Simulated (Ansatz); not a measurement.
# Al₂FHZn: how energies converge with the basis set

Aim: see how fast density functionals converge with the basis set for Al₂FHZn.

Computed with Ansatz 0.2.0, Gaussian basis. Level: one geometry, several basis sets.

Levels to be run: PBE0-D4/def2-SVP; ωB97M-V/def2-SVP; PBE0-D4/def2-QZVPP; ωB97M-V/def2-QZVPP; the functionals' def2-TZVPP values are taken from earlier runs.

### 1 Structure used throughout

The geometry comes from an earlier relaxation with PBE0-D4 in a triple-zeta def2 set; it is a stationary point.

5 atoms, charge 0, spin multiplicity 1.

Atoms are counted from 1 here; the program's logs count them from 0.

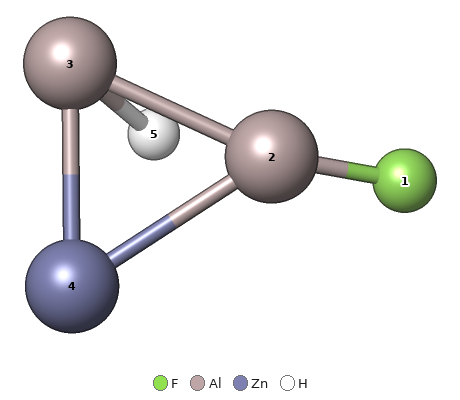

The geometry (fluorine green, aluminium light grey, zinc blue, hydrogen white); atoms are numbered from 1 in the order of the file.

### 2 PBE0-D4 in def2-SVP

Input file in.yaml:

```yaml
crystal:
  periodic: [false, false, false]
  atoms:
    - {symbol: F, position_ang: [-0.576370, -2.203750, 0.819724]}
    - {symbol: Al, position_ang: [-0.445857, -0.562194, 0.626072]}
    - {symbol: Al, position_ang: [0.836886, 1.601214, 0.386642]}
    - {symbol: Zn, position_ang: [-0.831824, 1.122531, -1.462210]}
    - {symbol: H, position_ang: [1.066965, -0.031402, -0.411527]}
basis:
  gaussian: {orbitals: def2-SVP}
hamiltonian: {xc: pbe0, dispersion: d4}
output: {orbitals: {seedname: orbitals}}
```

Launch:

```
$ ansatz run in.yaml --threads 2 --pin off --events-out ev --progress --plain --max-ram 4352MiB
```

Further steps of the session: ωB97M-V in def2-SVP; PBE0-D4 in def2-QZVPP; ωB97M-V in def2-QZVPP.

Q: Predict the results of all the runs planned. Wanted: PBE0-D4: double and triple zeta above quadruple; ωB97M-V: double and triple zeta above quadruple.

The runs gave:

| quantity | value |
| --- | --- |
| PBE0-D4: double and triple zeta above quadruple | 16.85, 1.68 eV |
| ωB97M-V: double and triple zeta above quadruple | 16.83, 1.64 eV |

PBE0-D4 gains 15.17 eV from double to triple zeta, then 1.68 eV more. These are total energies; as a rule much of such shifts cancels in differences, which this series doesn't test.
